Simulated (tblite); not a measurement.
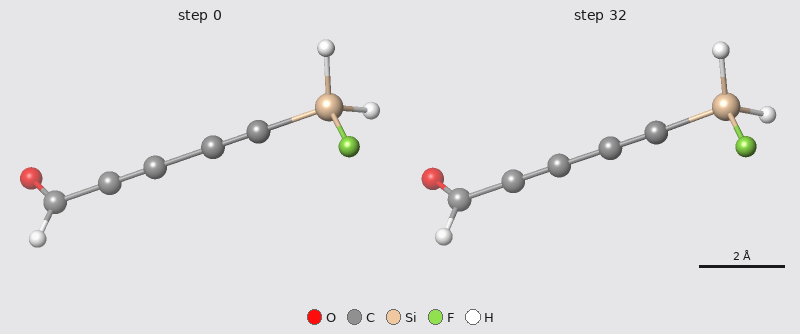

The structure of C5H3FOSi before (left) and after (right) a relaxation, at one scale.

Style: ball-and-stick. Shown from a free direction.

All numbers below come from GFN2-xTB geometry optimisation, gas phase (tblite 0.8.0). 

Question: Summarise the run.

Answer: The atom that moves furthest after the best rigid fit is an H atom (0.16 Å). Largest moves by element: H 0.16 Å, C 0.12 Å, F 0.09 Å, Si 0.09 Å, O 0.05 Å. Near-neighbour distances that change, for instance: C–C 1.537 → 1.351 Å, C–C 1.450 → 1.420 Å, H–Si 1.483 → 1.453 Å, C–Si 1.868 → 1.846 Å. Bond angles that change, for instance: H–Si–H 109.2° → 117.5°, O–C–C 121.3° → 125.8°, F–Si–H 109.0° → 105.9°. The energy falls by 14.8 kcal/mol in 32 geometry steps.
